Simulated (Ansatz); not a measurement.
**Run report: BSiNH7F, nudged elastic band**

The run: nudged elastic band of BSiNH7F. Method and program: RKS B3LYP-D4/def2-SVP (Ansatz 0.2.0).

One setting was made poor on purpose. It belongs to a series of runs on one base structure; here: band between the two ends.

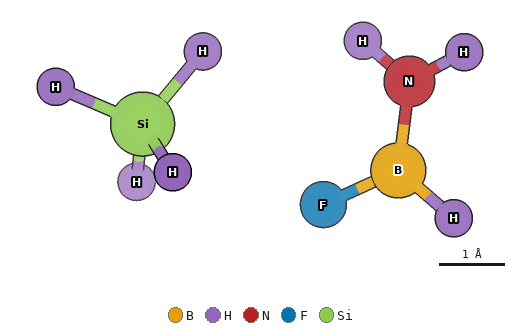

Figure 1. The input geometry (ball-and-stick view, seen on its broad side).

### The input
```yaml
crystal:
  periodic: [false, false, false]
  atoms:
    - { symbol: B, position_ang: [0.083802, -0.786072, -0.37416] }
    - { symbol: H, position_ang: [-0.209762, -1.943221, -0.195582] }
    - { symbol: "N", position_ang: [1.283624, -0.410021, -0.971996] }
    - { symbol: H, position_ang: [1.970885, -1.082776, -1.286346] }
    - { symbol: H, position_ang: [1.541854, 0.560675, -1.115214] }
    - { symbol: F, position_ang: [-0.777762, 0.167007, 0.024893] }
    - { symbol: Si, position_ang: [0.074057, 2.846987, 1.383136] }
    - { symbol: H, position_ang: [0.470041, 4.120495, 2.054353] }
    - { symbol: H, position_ang: [1.072249, 2.557101, 0.312792] }
    - { symbol: H, position_ang: [-1.278373, 3.009475, 0.786033] }
    - { symbol: H, position_ang: [0.081286, 1.748651, 2.386891] }
basis:
  gaussian: { orbitals: def2-SVP }
hamiltonian:
  xc: b3lyp
  dispersion: d4
neb:
  order_check: false
  images: 1
  f_tol: 0.05
  max_iterations: 60
  climbing: false
  final_atoms:
    - { symbol: B, position_ang: [0.70356126, 0.418242, -0.22237786] }
    - { symbol: H, position_ang: [-1.3209472, -0.11252316, 2.31596729] }
    - { symbol: "N", position_ang: [1.53650131, 0.14556943, -1.30762627] }
    - { symbol: H, position_ang: [1.6930426, -0.79954774, -1.6465858] }
    - { symbol: H, position_ang: [2.03354667, 0.86132888, -1.82232697] }
    - { symbol: F, position_ang: [0.09586707, -0.6267015, 0.38021707] }
    - { symbol: Si, position_ang: [0.38458984, 2.30731484, 0.46928726] }
    - { symbol: H, position_ang: [0.83886582, 2.454724, 1.88578553] }
    - { symbol: H, position_ang: [1.13880907, 3.30237463, -0.35850148] }
    - { symbol: H, position_ang: [-1.06378549, 2.67309451, 0.41443313] }
    - { symbol: H, position_ang: [-1.72814996, 0.16442512, 2.8965281] }
  initial_path:
    images:
      - { positions_ang: [[0.083802, -0.786072, -0.37416], [-0.209762, -1.943221, -0.195582], [1.283624, -0.410021, -0.971996], [1.970885, -1.082776, -1.286346], [1.541854, 0.560675, -1.115214], [-0.777762, 0.167007, 0.024893], [0.074057, 2.846987, 1.383136], [0.470041, 4.120495, 2.054353], [1.072249, 2.557101, 0.312792], [-1.278373, 3.009475, 0.786033], [0.081286, 1.748651, 2.386891]] }
      - { positions_ang: [[-0.01161603, 0.00269515, 0.0073522], [0.00071793, 0.00919893, 1.54728907], [1.32437146, -0.01356972, -0.77831133], [1.78006519, -0.93699808, -1.02987146], [1.78236079, 0.89873518, -1.06404399], [-1.15991218, 0.01097165, -0.64351266], [0.11542882, 2.13739699, 0.70684801], [0.70281655, 2.17837933, 2.04282527], [0.94986645, 2.90332953, -0.21450754], [-1.22364173, 2.71781541, 0.74662309], [0.05144375, 0.88034665, 1.68410935]] }
      - { positions_ang: [[0.70356126, 0.418242, -0.22237786], [-1.3209472, -0.11252316, 2.31596729], [1.53650131, 0.14556943, -1.30762627], [1.6930426, -0.79954774, -1.6465858], [2.03354667, 0.86132888, -1.82232697], [0.09586707, -0.6267015, 0.38021707], [0.38458984, 2.30731484, 0.46928726], [0.83886582, 2.454724, 1.88578553], [1.13880907, 3.30237463, -0.35850148], [-1.06378549, 2.67309451, 0.41443313], [-1.72814996, 0.16442512, 2.8965281]] }
```

Launched with:
```bash
ansatz run input.yaml --threads 2 --pin off --max-ram 3072MiB --backend cpu --events-out ev --progress --plain --runs-dir out
```

### What the program printed
```
Engine: ansatz 0.2.0, x86_64-unknown-linux-gnu
Functional definition: B3LYP
  parameter a0 = 0.2
  parameter ax = 0.72
  parameter ac = 0.81
  exchange = (1 - a0 - ax)*slater_x + ax*b88_x + a0*exact_x
  correlation = (1 - ac)*vwn_rpa_c + ac*lyp_c
1026 factors; integrals over basis functions are off by at most 4.4e-4 eV
mean field evaluation 1: about -12866.1583 eV, gradient 5.4e1 eV
mean field evaluation 2: about -12860.3082 eV, gradient 7.4e1 eV
mean field evaluation 4: about -12871.7631 eV, gradient 3.6e0 eV
mean field evaluation 8: about -12871.8139 eV, gradient 3.7e-2 eV
mean field -12871.81389035 eV, -473.0304356414 hartree, gradient 5.7e-6 eV, S^2 0.000000; 0 other end points of the search recorded, 0 dependent functions left out
the calculation of the forces begins
reference -12871.81417150 eV, -473.0304459735 hartree; 21, 21 occupied and 74, 74 virtual orbitals, 1026 factors
1028 factors; integrals over basis functions are off by at most 4.0e-4 eV
mean field evaluation 16: about -12865.5163 eV, gradient 5.4e1 eV
mean field -12871.25212321 eV, -473.0097910798 hartree, gradient 9.5e-6 eV, S^2 0.000000; 0 other end points of the search recorded, 0 dependent functions left out
[... from here on the field's lines of each further geometry are left out, up to the last ...]
NEB iter   1: max|band force component| = 4.122e0 eV/Å  barrier→ = 5.8066 eV  barrier← = 5.2856 eV  Δτ_max = 0.2000 Å  (78 SCF iters)
NEB iter   2: max|band force component| = 2.971e0 eV/Å  barrier→ = 4.0612 eV  barrier← = 3.5403 eV  Δτ_max = 0.2000 Å  (29 SCF iters)
NEB iter   3: max|band force component| = 2.054e0 eV/Å  barrier→ = 3.1650 eV  barrier← = 2.6441 eV  Δτ_max = 0.2000 Å  (28 SCF iters)
NEB iter   4: max|band force component| = 1.656e0 eV/Å  barrier→ = 2.6853 eV  barrier← = 2.1643 eV  Δτ_max = 0.0986 Å  (33 SCF iters)
NEB iter   5: max|band force component| = 1.270e0 eV/Å  barrier→ = 2.4952 eV  barrier← = 1.9743 eV  Δτ_max = 0.0974 Å  (27 SCF iters)
NEB iter   6: max|band force component| = 9.689e-1 eV/Å  barrier→ = 2.4252 eV  barrier← = 1.9043 eV  Δτ_max = 0.0964 Å  (29 SCF iters)
NEB iter   7: max|band force component| = 8.330e-1 eV/Å  barrier→ = 2.2814 eV  barrier← = 1.7604 eV  Δτ_max = 0.0983 Å  (28 SCF iters)
NEB iter   8: max|band force component| = 1.049e0 eV/Å  barrier→ = 2.1195 eV  barrier← = 1.5985 eV  Δτ_max = 0.0992 Å  (27 SCF iters)
NEB iter   9: max|band force component| = 9.797e-1 eV/Å  barrier→ = 1.9801 eV  barrier← = 1.4591 eV  Δτ_max = 0.0999 Å  (26 SCF iters)
NEB iter  10: max|band force component| = 1.176e0 eV/Å  barrier→ = 1.8104 eV  barrier← = 1.2895 eV  Δτ_max = 0.0396 Å  (29 SCF iters)
NEB iter  11: max|band force component| = 7.148e-1 eV/Å  barrier→ = 1.7542 eV  barrier← = 1.2333 eV  Δτ_max = 0.0499 Å  (29 SCF iters)
NEB iter  12: max|band force component| = 3.471e-1 eV/Å  barrier→ = 1.6686 eV  barrier← = 1.1477 eV  Δτ_max = 0.0993 Å  (27 SCF iters)
NEB iter  13: max|band force component| = 3.891e-1 eV/Å  barrier→ = 1.5265 eV  barrier← = 1.0055 eV  Δτ_max = 0.0991 Å  (29 SCF iters)
NEB iter  14: max|band force component| = 3.938e-1 eV/Å  barrier→ = 1.3838 eV  barrier← = 0.8628 eV  Δτ_max = 0.0991 Å  (29 SCF iters)
NEB iter  15: max|band force component| = 3.726e-1 eV/Å  barrier→ = 1.2531 eV  barrier← = 0.7321 eV  Δτ_max = 0.0978 Å  (28 SCF iters)
NEB iter  16: max|band force component| = 2.803e-1 eV/Å  barrier→ = 1.1001 eV  barrier← = 0.5792 eV  Δτ_max = 0.0977 Å  (28 SCF iters)
NEB iter  17: max|band force component| = 2.603e-1 eV/Å  barrier→ = 0.9720 eV  barrier← = 0.4511 eV  Δτ_max = 0.0987 Å  (26 SCF iters)
NEB iter  18: max|band force component| = 2.577e-1 eV/Å  barrier→ = 0.8473 eV  barrier← = 0.3264 eV  Δτ_max = 0.0985 Å  (29 SCF iters)
NEB iter  19: max|band force component| = 3.095e-1 eV/Å  barrier→ = 0.7332 eV  barrier← = 0.2123 eV  Δτ_max = 0.0993 Å  (27 SCF iters)
NEB iter  20: max|band force component| = 2.787e-1 eV/Å  barrier→ = 0.6615 eV  barrier← = 0.1405 eV  Δτ_max = 0.0994 Å  (29 SCF iters)
NEB iter  21: max|band force component| = 3.218e-1 eV/Å  barrier→ = 0.6523 eV  barrier← = 0.1313 eV  Δτ_max = 0.0495 Å  (27 SCF iters)
NEB iter  22: max|band force component| = 2.729e-1 eV/Å  barrier→ = 0.6567 eV  barrier← = 0.1357 eV  Δτ_max = 0.0501 Å  (29 SCF iters)
NEB iter  23: max|band force component| = 1.757e-1 eV/Å  barrier→ = 0.6660 eV  barrier← = 0.1450 eV  Δτ_max = 0.0495 Å  (29 SCF iters)
NEB iter  24: max|band force component| = 1.517e-1 eV/Å  barrier→ = 0.6764 eV  barrier← = 0.1554 eV  Δτ_max = 0.0983 Å  (29 SCF iters)
NEB iter  25: max|band force component| = 2.047e-1 eV/Å  barrier→ = 0.6838 eV  barrier← = 0.1629 eV  Δτ_max = 0.0265 Å  (29 SCF iters)
NEB iter  26: max|band force component| = 2.351e-1 eV/Å  barrier→ = 0.6904 eV  barrier← = 0.1695 eV  Δτ_max = 0.0080 Å  (29 SCF iters)
NEB iter  27: max|band force component| = 2.419e-1 eV/Å  barrier→ = 0.6914 eV  barrier← = 0.1705 eV  Δτ_max = 0.0040 Å  (21 SCF iters)
NEB iter  28: max|band force component| = 2.407e-1 eV/Å  barrier→ = 0.6851 eV  barrier← = 0.1642 eV  Δτ_max = 0.0040 Å  (19 SCF iters)
NEB iter  29: max|band force component| = 2.283e-1 eV/Å  barrier→ = 0.6800 eV  barrier← = 0.1590 eV  Δτ_max = 0.0040 Å  (21 SCF iters)
NEB iter  30: max|band force component| = 1.726e-1 eV/Å  barrier→ = 0.6790 eV  barrier← = 0.1580 eV  Δτ_max = 0.0080 Å  (23 SCF iters)
NEB iter  31: max|band force component| = 8.665e-2 eV/Å  barrier→ = 0.6760 eV  barrier← = 0.1550 eV  Δτ_max = 0.0160 Å  (23 SCF iters)
NEB iter  32: max|band force component| = 8.309e-2 eV/Å  barrier→ = 0.6766 eV  barrier← = 0.1556 eV  Δτ_max = 0.0319 Å  (30 SCF iters)
NEB iter  33: max|band force component| = 6.650e-2 eV/Å  barrier→ = 0.6792 eV  barrier← = 0.1583 eV  Δτ_max = 0.0634 Å  (29 SCF iters)
NEB iter  34: max|band force component| = 5.375e-2 eV/Å  barrier→ = 0.6931 eV  barrier← = 0.1721 eV  Δτ_max = 0.0029 Å  (28 SCF iters)
the calculation of the forces begins
reference -12871.07091467 eV, -473.0031317890 hartree; 21, 21 occupied and 74, 74 virtual orbitals, 1026 factors
1026 factors; integrals over basis functions are off by at most 5.3e-4 eV
mean field evaluation 288: about -12871.0705 eV, gradient 2.9e-1 eV
mean field -12871.07065202 eV, -473.0031221367 hartree, gradient 1.1e-5 eV, S^2 0.000000; 1 other end points of the search recorded, 0 dependent functions left out
the calculation of the forces begins
reference -12871.07091467 eV, -473.0031317890 hartree; 21, 21 occupied and 74, 74 virtual orbitals, 1026 factors
NEB iter  35: max|band force component| = 3.504e-2 eV/Å  barrier→ = 0.6952 eV  barrier← = 0.1742 eV  Δτ_max = 0.0000 Å  (46 SCF iters)
```

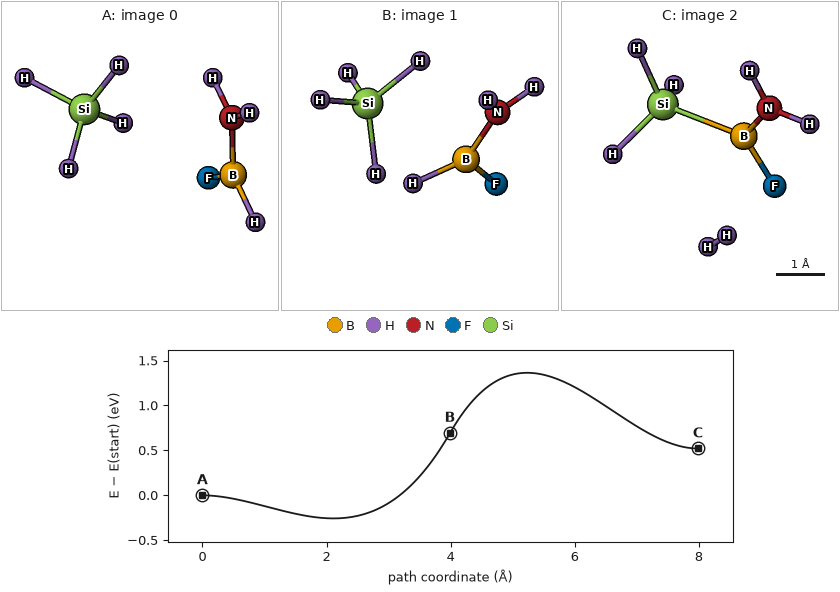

Figure 2. Images of the last band (counted from 0; ball-and-stick, seen at a tilt) above the energy along the path; the line is a cubic interpolation that uses the forces. The highest image is number 1, 0.695 eV above the start and 0.174 eV above the end; the end lies 0.521 eV above the start. The path is 7.98 Å long. The band converged in 35 iterations.

```
Total energy: -12871.34703434 eV, -473.0132789997 hartree
Atom 0 at     0.348846    -0.220473    -0.051879 Å, force    -0.211581    -0.418627     0.067781 eV/Å
Atom 1 at     0.203638    -0.227863     1.176767 Å, force     1.008581    -0.385830    -0.673496 eV/Å
Atom 2 at     1.493453    -0.155964    -0.865093 Å, force    -0.091008    -0.127063     0.186793 eV/Å
Atom 3 at     2.422501    -0.417368    -0.592763 Å, force     0.404872     0.143736     0.487583 eV/Å
Atom 4 at     1.475660     0.141206    -1.835850 Å, force    -0.373563    -0.259692    -0.007600 eV/Å
Atom 5 at    -0.838398    -0.269787    -0.661258 Å, force    -0.366055     0.226161    -0.433618 eV/Å
Atom 6 at    -0.171983     2.357126     1.155969 Å, force    -0.361487     0.106758     0.342563 eV/Å
Atom 7 at     0.821135     2.186536     2.256543 Å, force    -0.092822     0.208897     0.106529 eV/Å
Atom 8 at     0.659504     2.335924    -0.094815 Å, force    -0.439051    -0.440855     0.083487 eV/Å
Atom 9 at    -0.795418     3.694833     1.078194 Å, force    -0.071056     0.366976     0.320465 eV/Å
Atom 10 at    -1.307036     1.364131     1.438986 Å, force     0.593169     0.579539    -0.480487 eV/Å
Dipole moment:     0.492957    -0.064134    -0.192011 e Å
this run last wrote the band of iteration 35 to [file]
```

### The last band as extended XYZ (Å, eV, eV/Å)
```
11
Properties=species:S:1:pos:R:3:forces:R:3 image=0 energy=-12872.04196
B     0.0838   -0.7861   -0.3742    0.0055  -0.0096   0.0022
H    -0.2098   -1.9432   -0.1956    0.0015   0.0151  -0.0058
N     1.2836   -0.4100   -0.9720   -0.0140  -0.0055   0.0062
H     1.9709   -1.0828   -1.2863    0.0008   0.0114  -0.0008
H     1.5419    0.5607   -1.1152    0.0069  -0.0080  -0.0035
F    -0.7778    0.1670    0.0249   -0.0008  -0.0035   0.0022
Si    0.0741    2.8470    1.3831    0.0004   0.0024   0.0028
H     0.4700    4.1205    2.0544    0.0001  -0.0004  -0.0027
H     1.0722    2.5571    0.3128   -0.0008  -0.0008   0.0012
H    -1.2784    3.0095    0.7860    0.0011  -0.0013  -0.0010
H     0.0813    1.7487    2.3869   -0.0007   0.0002  -0.0009
11
Properties=species:S:1:pos:R:3:forces:R:3 image=1 energy=-12871.34677
B     0.3488   -0.2205   -0.0519   -0.2116  -0.4186   0.0678
H     0.2036   -0.2279    1.1768    1.0086  -0.3858  -0.6735
N     1.4935   -0.1560   -0.8651   -0.0910  -0.1271   0.1868
H     2.4225   -0.4174   -0.5928    0.4049   0.1437   0.4876
H     1.4757    0.1412   -1.8358   -0.3736  -0.2597  -0.0076
F    -0.8384   -0.2698   -0.6613   -0.3661   0.2262  -0.4336
Si   -0.1720    2.3571    1.1560   -0.3615   0.1068   0.3426
H     0.8211    2.1865    2.2565   -0.0928   0.2089   0.1065
H     0.6595    2.3359   -0.0948   -0.4391  -0.4409   0.0835
H    -0.7954    3.6948    1.0782   -0.0711   0.3670   0.3205
H    -1.3070    1.3641    1.4390    0.5932   0.5795  -0.4805
11
Properties=species:S:1:pos:R:3:forces:R:3 image=2 energy=-12871.52100
B     0.7036    0.4182   -0.2224   -0.0036  -0.0025   0.0072
H    -1.3209   -0.1125    2.3160   -0.0079   0.0054   0.0116
N     1.5365    0.1456   -1.3076   -0.0016  -0.0035   0.0010
H     1.6930   -0.7995   -1.6466    0.0016   0.0030  -0.0028
H     2.0335    0.8613   -1.8223   -0.0039  -0.0025   0.0045
F     0.0959   -0.6267    0.3802    0.0054   0.0048  -0.0056
Si    0.3846    2.3073    0.4693   -0.0008   0.0037  -0.0063
H     0.8389    2.4547    1.8858   -0.0008  -0.0010  -0.0024
H     1.1388    3.3024   -0.3585   -0.0005  -0.0004   0.0041
H    -1.0638    2.6731    0.4144    0.0039  -0.0023   0.0007
H    -1.7282    0.1644    2.8965    0.0083  -0.0048  -0.0118
```

### Results in brief

- outcome: converged
- barrier, forward: 0.695 eV
- barrier, backward: 0.174 eV
- hardware: 2 threads of Intel Xeon (Granite Rapids), 32 GiB of memory available, shared host
- wall time: 41 s (CPU time 78 s)
- peak memory: 0.2 GiB

### Remarks

A deliberately poor setting: few images. The order of the saddle point was not checked.
